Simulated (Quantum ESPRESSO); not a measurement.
# Collinear magnetic orders of LaMnSi2 with Quantum ESPRESSO, part 2 of 2

Wanted: the moments of LaMnSi2 and the energy of each order that was tried.

Quantum ESPRESSO 7.5; PBEsol; plane waves with GBRV 1.5 PBEsol potentials, no spin-orbit coupling.

So far, absolute magnetization (μB): step 2 (run 1 (ferro ++)) 4.05.

**3. Start 2: antiferro +−**

Contents of pw.in:

```
&CONTROL
  calculation = 'scf'
  prefix = 'pwscf'
  outdir = './tmp'
  pseudo_dir = './pseudo'
  disk_io = 'nowf'
/
&SYSTEM
  ibrav = 0
  nat = 8
  ntyp = 4
  ecutwfc = 40
  ecutrho = 280
  nbnd = 46
  occupations = 'smearing'
  smearing = 'fd'
  degauss = 0.00734986
  nspin = 2
  starting_magnetization(1) = 0
  starting_magnetization(2) = 0.2333
  starting_magnetization(3) = -0.2333
  starting_magnetization(4) = 0
/
&ELECTRONS
  conv_thr = 1.6d-08
  electron_maxstep = 150
  mixing_beta = 0.3
/
ATOMIC_SPECIES
La    138.9055 la_pbesol_v1.uspp.F.UPF
Mn1    54.9380 mn_pbesol_v1.5.uspp.F.UPF
Mn2    54.9380 mn_pbesol_v1.5.uspp.F.UPF
Si     28.0850 si_pbesol_v1.uspp.F.UPF
CELL_PARAMETERS angstrom
   2.0955000000   -8.8400000000    0.0000000000
   2.0955000000    8.8400000000    0.0000000000
   0.0000000000    0.0000000000    4.0730000000
ATOMIC_POSITIONS crystal
La      0.8948000000    0.1052000000    0.2500000000
La      0.1052000000    0.8948000000    0.7500000000
Mn1     0.2522000000    0.7478000000    0.2500000000
Mn2     0.7478000000    0.2522000000    0.7500000000
Si      0.5450000000    0.4550000000    0.2500000000
Si      0.4550000000    0.5450000000    0.7500000000
Si      0.6840000000    0.3160000000    0.2500000000
Si      0.3160000000    0.6840000000    0.7500000000
K_POINTS automatic
6 6 6 0 0 0
```

On the command line:

```bash
> OMP_NUM_THREADS=1 mpirun -n 4 pw.x -nk 4 -in pw.in > pw.out
```

Output:

```text
[banner, memory and clock lines left out]
Program PWSCF v.7.5 starts

     Message from routine setup:
     using ibrav=0 with symmetry is DISCOURAGED, use correct ibrav instead

     bravais-lattice index     =            0
     lattice parameter (alat)  =      17.1681  a.u.
     unit-cell volume          =    1018.3122 (a.u.)^3
     number of atoms/cell      =            8
     number of atomic types    =            4
     number of electrons       =        68.00
     number of Kohn-Sham states=           46
     kinetic-energy cutoff     =      40.0000  Ry
     charge density cutoff     =     280.0000  Ry
     scf convergence threshold =      1.6E-08
     mixing beta               =       0.3000
     number of iterations used =            8  plain     mixing
     Exchange-correlation= SLA  PW   PSX  PSC
                           (   1   4  10   8   0   0   0)

     celldm(1)=  17.168109  celldm(2)=   0.000000  celldm(3)=   0.000000
     celldm(4)=   0.000000  celldm(5)=   0.000000  celldm(6)=   0.000000

     crystal axes: (cart. coord. in units of alat)
               a(1) = (   0.230656  -0.973035   0.000000 )
               a(2) = (   0.230656   0.973035   0.000000 )
               a(3) = (   0.000000   0.000000   0.448323 )

     reciprocal axes: (cart. coord. in units 2 pi/alat)
               b(1) = (  2.167734 -0.513856  0.000000 )
               b(2) = (  2.167734  0.513856 -0.000000 )
               b(3) = ( -0.000000  0.000000  2.230536 )

     PseudoPot. # 1 for La read from file:
     la_pbesol_v1.uspp.F.UPF
     Pseudo is Ultrasoft + core correction, Zval = 11.0

     PseudoPot. # 2 for Mn read from file:
     mn_pbesol_v1.5.uspp.F.UPF
     Pseudo is Ultrasoft + core correction, Zval = 15.0

     PseudoPot. # 3 for Mn read from file:
     mn_pbesol_v1.5.uspp.F.UPF
     Pseudo is Ultrasoft + core correction, Zval = 15.0

     PseudoPot. # 4 for Si read from file:
     si_pbesol_v1.uspp.F.UPF
     Pseudo is Ultrasoft + core correction, Zval =  4.0

     atomic species   valence    mass     pseudopotential
     La               11.00   138.90550     La( 1.00)
     Mn1              15.00    54.93800     Mn( 1.00)
     Mn2              15.00    54.93800     Mn( 1.00)
     Si                4.00    28.08500     Si( 1.00)

     Starting magnetic structure
     atomic species   magnetization
     La              0.000
     Mn1             0.233
     Mn2            -0.233
     Si              0.000

      4 Sym. Ops. (no inversion) found ( 2 have fractional translation)

   Cartesian axes

     site n.     atom                  positions (alat units)
         1        La     tau(   1) = (   0.2306556  -0.7683088   0.1120807  )
         2        La     tau(   2) = (   0.2306556   0.7683088   0.3362421  )
         3        Mn1    tau(   3) = (   0.2306556   0.4822364   0.1120807  )
         4        Mn2    tau(   4) = (   0.2306556  -0.4822364   0.3362421  )
         5        Si     tau(   5) = (   0.2306556  -0.0875732   0.1120807  )
         6        Si     tau(   6) = (   0.2306556   0.0875732   0.3362421  )
         7        Si     tau(   7) = (   0.2306556  -0.3580770   0.1120807  )
         8        Si     tau(   8) = (   0.2306556   0.3580770   0.3362421  )

     number of k points=    52  Fermi-Dirac smearing, width (Ry)=  0.0073
                       cart. coord. in units 2pi/alat
        k(    1) = (   0.0000000   0.0000000   0.0000000), wk =   0.0046296
        k(    2) = (   0.0000000   0.0000000   0.3717560), wk =   0.0092593
        k(    3) = (   0.0000000   0.0000000   0.7435119), wk =   0.0092593
        k(    4) = (   0.0000000   0.0000000  -1.1152679), wk =   0.0046296
        k(    5) = (   0.3612890   0.0856426   0.0000000), wk =   0.0185185
        [... 47 further k-points ...]

     Dense  grid:    80557 G-vectors     FFT dimensions: (  96,  96,  48)

     Smooth grid:    34779 G-vectors     FFT dimensions: (  72,  72,  32)

     Check: negative core charge=   -0.000017
     Generating pointlists ...
     new r_m :   0.1412 (alat units)  2.4242 (a.u.) for type    1
     new r_m :   0.1057 (alat units)  1.8147 (a.u.) for type    2
     new r_m :   0.1057 (alat units)  1.8147 (a.u.) for type    3
     new r_m :   0.1057 (alat units)  1.8147 (a.u.) for type    4

     Initial potential from superposition of free atoms

     starting charge      66.9385, renormalised to      68.0000

     negative rho (up, down):  7.690E-02 7.690E-02
     Starting wfcs are   82 randomized atomic wfcs

     Self-consistent Calculation

     iteration #  1     ecut=    40.00 Ry     beta= 0.30
     Davidson diagonalization with overlap
     ethr =  1.00E-02,  avg # of iterations =  2.0

     negative rho (up, down):  7.169E-02 7.169E-02

     total energy              =    -664.33510568 Ry
     estimated scf accuracy    <       2.56341484 Ry

     total magnetization       =    -0.00 Bohr mag/cell
     absolute magnetization    =     5.27 Bohr mag/cell

     iteration #  2     ecut=    40.00 Ry     beta= 0.30
     Davidson diagonalization with overlap
     ethr =  3.77E-03,  avg # of iterations =  4.8

     negative rho (up, down):  6.539E-02 6.539E-02

     total energy              =    -663.63774592 Ry
     estimated scf accuracy    <      19.91308442 Ry

     total magnetization       =     0.00 Bohr mag/cell
     absolute magnetization    =     4.48 Bohr mag/cell

     [... further iterations left out ...]

     iteration # 19     ecut=    40.00 Ry     beta= 0.30
     Davidson diagonalization with overlap
     ethr =  1.37E-10,  avg # of iterations =  4.8

     negative rho (up, down):  5.553E-02 5.553E-02

     total energy              =    -665.12079092 Ry
     estimated scf accuracy    <       0.00000003 Ry

     total magnetization       =    -0.00 Bohr mag/cell
     absolute magnetization    =     5.07 Bohr mag/cell

     iteration # 20     ecut=    40.00 Ry     beta= 0.30
     Davidson diagonalization with overlap
     ethr =  4.04E-11,  avg # of iterations =  4.6

     negative rho (up, down):  5.554E-02 5.554E-02

     Magnetic moment per site  (integrated on atomic sphere of radius R)
     atom   1 (R=0.141)  charge=  8.3219  magn= -0.0010
     atom   2 (R=0.141)  charge=  8.3219  magn=  0.0010
     atom   3 (R=0.106)  charge= 12.9617  magn=  2.0803
     atom   4 (R=0.106)  charge= 12.9617  magn= -2.0822
     atom   5 (R=0.106)  charge=  1.6961  magn=  0.0024
     atom   6 (R=0.106)  charge=  1.6961  magn= -0.0024
     atom   7 (R=0.106)  charge=  1.8129  magn=  0.0041
     atom   8 (R=0.106)  charge=  1.8129  magn= -0.0041

     End of self-consistent calculation

     Number of k-points >= 100: set verbosity='high' to print the bands.

     the Fermi energy is    11.9584 ev

!    total energy              =    -665.12079094 Ry
     estimated scf accuracy    <       0.00000001 Ry
     smearing contrib. (-TS)   =      -0.01608512 Ry
     internal energy E=F+TS    =    -665.10470582 Ry

     The total energy is F=E-TS. E is the sum of the following terms:
     one-electron contribution =    -423.13388844 Ry
     hartree contribution      =     242.91041754 Ry
     xc contribution           =    -167.75209536 Ry
     ewald contribution        =    -317.12913956 Ry

     total magnetization       =    -0.00 Bohr mag/cell
     absolute magnetization    =     5.07 Bohr mag/cell

     convergence has been achieved in  20 iterations
```

Elapsed: 5.3 min, on 4 MPI ranks of Arm Neoverse V2, shared host; peak memory 1.6 GiB.

Spin moment in the atom's sphere by atom:

```
atom  spin moment in the atom's sphere (μB)
 La1                                   0.00
 La2                                   0.00
 Mn3                                   2.08
 Mn4                                  -2.08
 Si5                                   0.00
 Si6                                   0.00
 Si7                                   0.00
 Si8                                   0.00
```

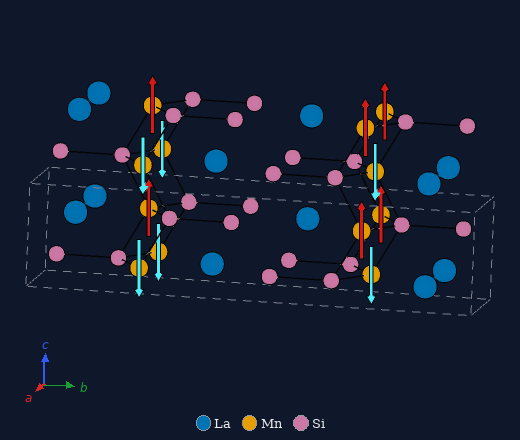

Spin moment in the atom's sphere as arrows, the longest 2.08 μB. Up and down stand for the sign. Arrows give size and sign along the axis of quantisation, drawn up and down the page. The two directions have two colours. 1×1×2 conventional cells are drawn. Some periodic images of atoms are drawn too.

Numbers from this step:

* smearing term TS: 0.2188 eV
* magnetization: 0 μB
* absolute magnetization: 5.073 μB
* final state: antiferromagnetic

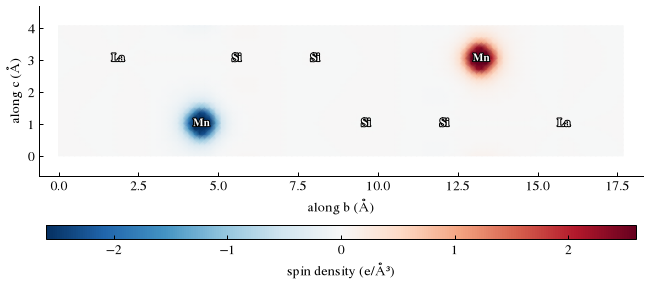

Spin density in the bc plane of the conventional cell at fractional x = 0.000, with atoms of La and Mn and Si within 0.2 Å of it.

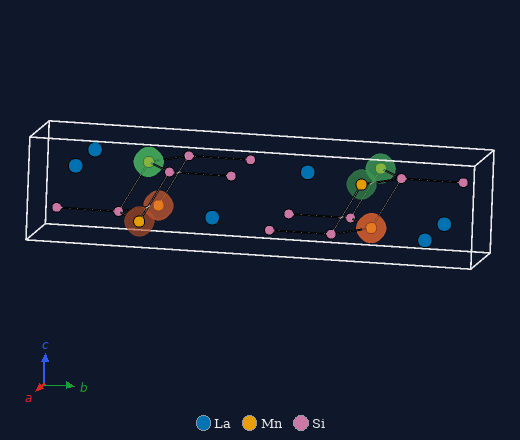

Surfaces of spin density = ±0.67 e/Å³, which hold about 50 % of the integral of its size. The two colours are the two signs.

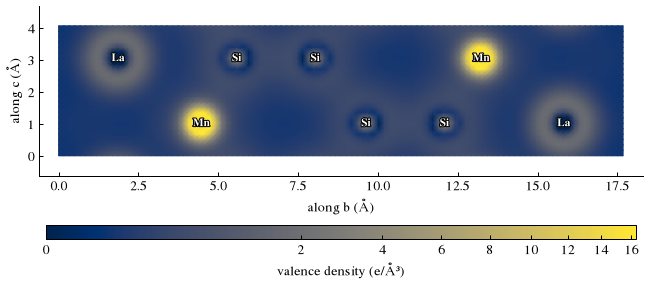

Valence density in the bc plane of the conventional cell at fractional x = 0.000, with atoms of La and Mn and Si within 0.2 Å of it. It is the smooth field of the valence electrons, not physical close to the nuclei. The colour scale is stretched toward low values.

**4. Ranking**

An order is kept where moments of 0.15 μB or more survive with the typed signs; meshes match where a doubled cell samples the same k points as the first cell.

Orders:

```
       start        final state  typed order kept  energy over the lowest (meV a seeded atom)  largest site moment (μB)  net moment (μB a cell of the first run)  mesh matched  CPU time (s)
    ferro ++      ferromagnetic               yes                                           0                     1.698                                    3.395           yes          1273
antiferro +-  antiferromagnetic               yes                                       74.72                     2.082                                 0.002016           yes          1264
```

**5. Outcome**

| Item | Value |
| --- | --- |
| lowest state found | ferromagnetic (from ferro ++) |
| largest site moment | 1.70 μB |
| next state with moments | antiferromagnetic, 74.7 meV a seeded atom higher |

What this shows: The smearing terms TS of the orders run from 73 to 109 meV a seeded atom, so the differences would change at a smaller width: an order with a larger TS is lowered more by the smearing. This is the lowest of 2 collinear or spinless starts, no proof of the ground state. Energies are free energies at an electronic temperature of 1160 K, which lowers moments and differences where the moments are itinerant.

[Logs and program files are shortened in this print: banners, set-up blocks, solver, clock and traceback lines can be left out without a mark of their own.]

[Logs are printed without paths, hosts, clocks, repeated set-up lines and the standing remarks that a program may print on its own settings, such as how far it seeks lower states.]

[Hosts, paths, dates, database ids (printed as entryN), source tags and the programs' standing remarks are cut or masked in the printed files.]

[Where a cell is said to come from a database of computed structures, the database is the Materials Project.]
